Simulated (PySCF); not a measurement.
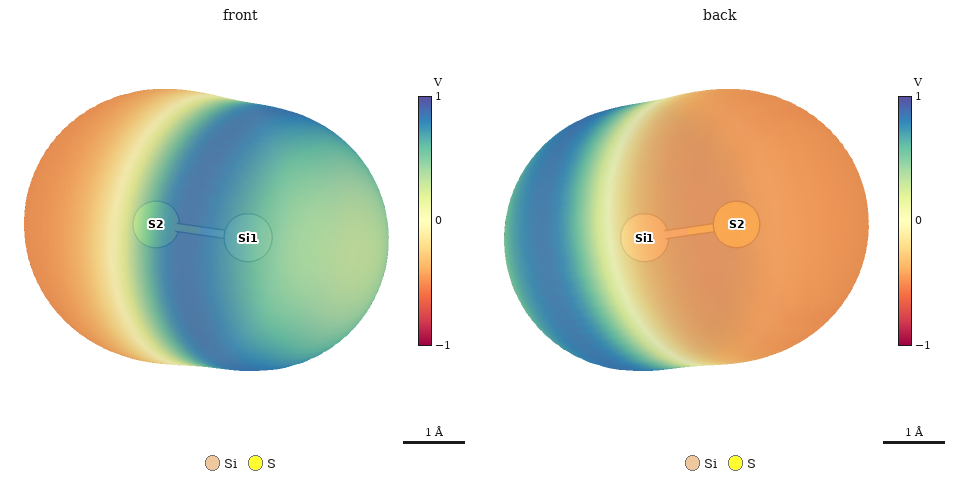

*SiS. The electrostatic potential painted on the density surface at 0.001 e/bohr³, seen from the front and from behind; red is negative and blue positive.*

Theory: PBE0/jorge-DZP-DKH, spin-free X2C-1e, Gaussian nucleus, at a bond length of 1.954 Å in PySCF.

```yaml
atoms:
  - { symbol: Si, position_ang: [0.0000, 0.0000, -1.0421] }
  - { symbol: S, position_ang: [0.0000, 0.0000, 0.9119] }
```

Where is the surface potential most negative and most positive?

The most negative region (about −0.5 V) lies over S2, the most positive (about +0.8 V) over Si1.
